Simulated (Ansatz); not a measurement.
A series of calculations on C2H2S

Part 1: Relaxation

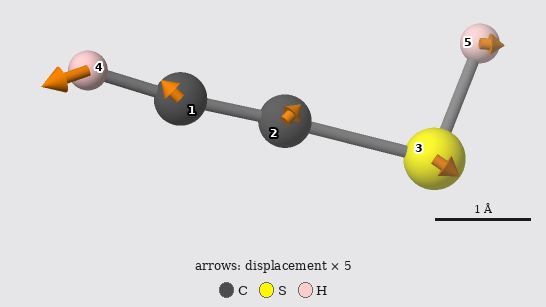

This is a relaxation of C2H2S (coarse preliminary run). The starting structure is drawn; orange arrows show the displacements, 5 times their true length. The two geometries are superimposed by the best rigid fit.

The picture is a ball-and-stick view, seen at a tilt.

These are results of RKS PBE-D4/def2-SVP (Ansatz), not measurements. (force threshold 0.03 eV/Å; at most 250 steps)

**Atoms of which element are displaced furthest, and by how much?**

Hydrogen: up to 0.11 Å, against 0.07 Å for sulfur.

**What happened in the run?**

H4 moves most after the best rigid fit: 0.11 Å. Largest moves by element: H 0.11 Å, S 0.07 Å, C 0.06 Å. Among the contacts that change: C1–C2 1.150 → 1.227 Å, C1–H4 1.038 → 1.080 Å, C2–S3 1.660 → 1.695 Å, S3–H5 1.336 → 1.367 Å. Among the angles between lasting bonds that change: C2–C1–H4 174.8° → 179.2°, C2–S3–H5 99.6° → 96.8°, C1–C2–S3 177.9° → 175.1°. The optimiser took 5 steps. The run took roughly 4 core-seconds on a shared host.

Part 2: Relaxation

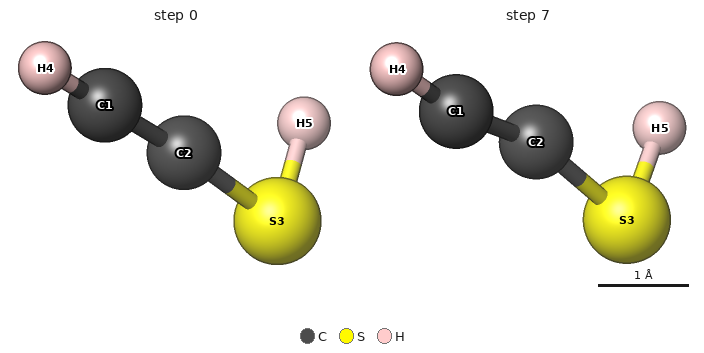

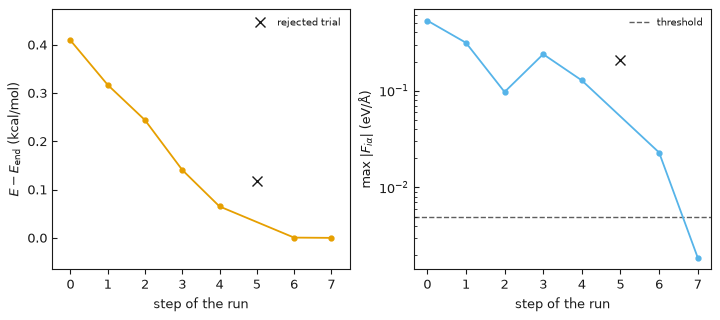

First and last geometry of a constrained relaxation of C$_{2}$H$_{2}$S, with the history of the run. Style: ball-and-stick. Shown from a free direction.

These are results of RKS PBE0-D4/def2-TZVP in Ansatz 0.2.0, not measurements. Settings: held fixed: the distance between atoms 1 (C) and 2 (C), counting from 1; force threshold 0.005 eV/Å; at most 200 steps.

### Read the history and describe the run.

It converged. Over 6 accepted moves (7 points after the start) the energy falls by 0.41 kcal/mol. Largest force component: 0.53 eV/Å at the start, 0.0019 eV/Å at the end. The line search rejected the trial step at point 5 of the run. The largest move after the best rigid fit is that of C2, 0.13 Å. By element the largest moves are C 0.13 Å, H 0.07 Å, S 0.05 Å. Among the contacts that change: C2–S3 1.679 → 1.666 Å, C1–H4 1.064 → 1.068 Å. Among the angles between lasting bonds that change: C1–C2–S3 175.2° → 162.3°, C2–C1–H4 179.3° → 167.6°. The run took of the order of 15 core-seconds on a shared host.

Part 3: Scan

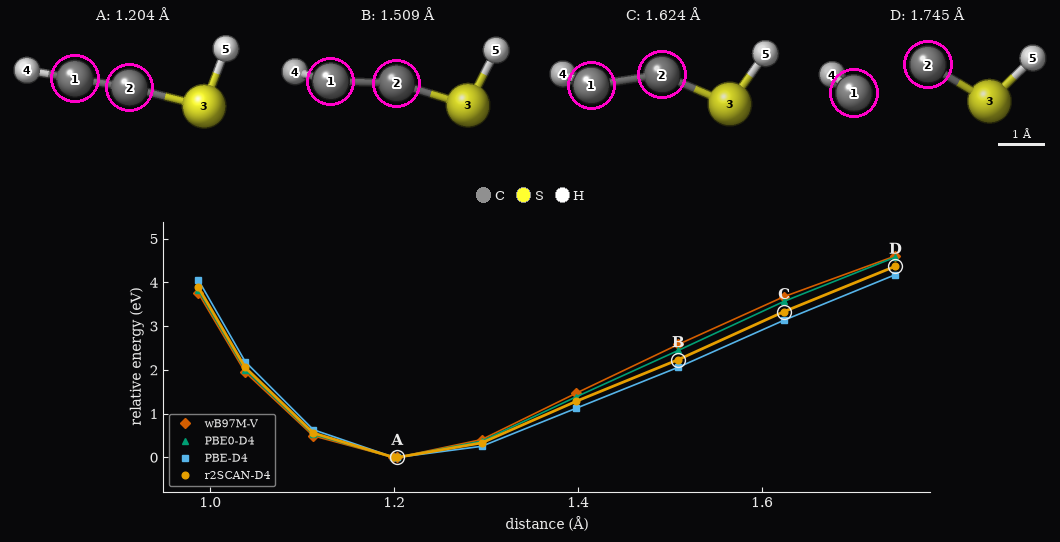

A scan of C$_{2}$H$_{2}$S: the C1–C2 distance is varied, with all other coordinates relaxed. The lettered frames are marked on the plot, at the values of r2SCAN-D4. Style: ball-and-stick. Shown at a tilt. The ringed atoms are those of the scanned coordinate.

Levels of theory: r2SCAN-D4, PBE-D4, PBE0-D4, wB97M-V (def2-TZVPP, Ansatz), on geometries relaxed under the constraint at PBE0-D4/def2-TZVP. Energies are counted from the PBE0-D4/def2-TZVP minimum geometry at the same level.

Q: What does the scan show?

A: With r2SCAN-D4: of the computed points the lowest is at the distance 1.204 Å, 0.000 eV. The end points stand at 3.890 eV (0.987 Å) and 4.371 eV (1.745 Å). The curvature at the lowest point is about 110 eV/Å² (17 mdyn/Å). The well is steeper on the short side, as for any bond. At 1.745 Å the levels give PBE-D4 4.178 eV, r2SCAN-D4 4.371 eV, PBE0-D4 4.580 eV, wB97M-V 4.606 eV.

Part 4: Scan

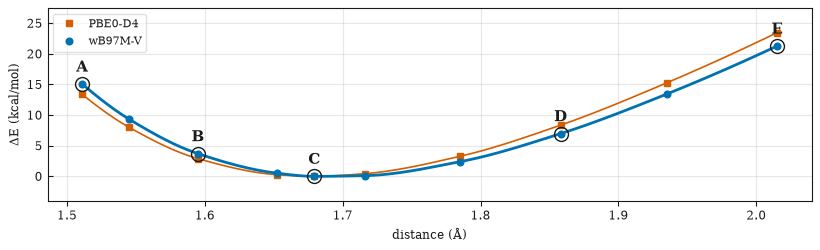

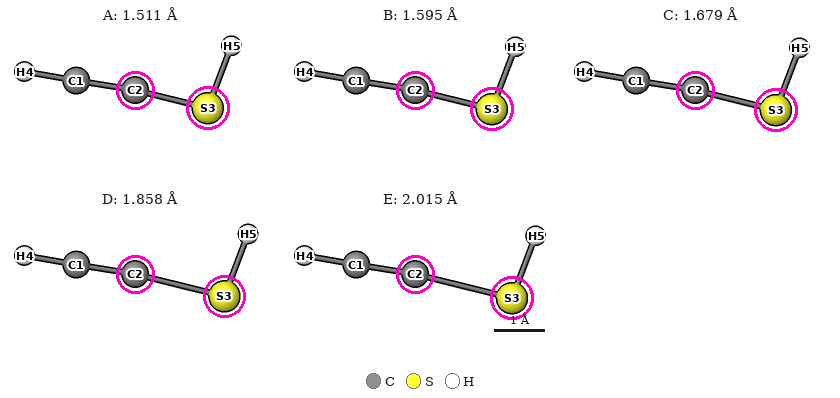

Energy scan for C₂H₂S, in which the C2–S3 distance is varied, with the rest of the molecule carried along rigidly. The lettered frames are marked on the plot, at the values of wB97M-V. The picture is a ball-and-stick view, seen face on. The ringed atoms are those of the scanned coordinate.

Computed with Ansatz: wB97M-V, PBE0-D4, basis def2-TZVPP, on geometries moved rigidly from the minimum at PBE0-D4/def2-TZVP. Energies are counted from the PBE0-D4/def2-TZVP minimum geometry at the same level.

> Read off the main features of the energy profile.

With wB97M-V: the lowest computed point lies at the distance 1.679 Å (0.0 kcal/mol). At the ends of the scan the energy is 15.1 kcal/mol (1.511 Å) and 21.3 kcal/mol (2.015 Å). The curvature at the lowest point is about 31 eV/Å² (5 mdyn/Å). The well is steeper on the short side, as for any bond. At 2.015 Å the levels give wB97M-V 21.3 kcal/mol, PBE0-D4 23.5 kcal/mol.
